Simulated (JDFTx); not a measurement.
- surface: Al(111)
- bulk: Al, Fm-3m, lattice of mp-134 (not re-optimised)
- slab: 6 atoms in 6 planes, 1x1, 11.7 Å between the outermost planes
- in-plane cell: 2.856 × 2.856 Å, 7.06 Å²
- cell height: 27.7 Å
- sampling: 8×8×1 k mesh, Fermi smearing 0.01 Ha, no spin polarisation

Level of theory: PBE, GBRV ultrasoft potentials, plane waves to 20/100 Ha; code: a modified build of JDFTx. Liquid on both sides: linear PCM (GLSSA13), water, 0.5 M KCl; nuclei fixed, outer atoms relaxed in vacuum. U vs SHE = −μ/e − 4.44 V throughout (conventional absolute potential of the hydrogen electrode). Ideal, unreconstructed faces without any overlayer. Convergence in thickness and k mesh wasn't tested for this slab.

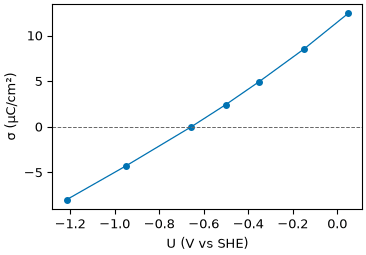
Figure: Surface charge density of Al(111) against potential

**Question.** Read off the potential of zero charge and the mean capacitance σ/(U − U_pzc) at the computed points next to it.

**Answer.** U_pzc ≈ -0.66 V. At -0.95 V it is about 15 μF/cm². At -0.50 V it is about 16 μF/cm².
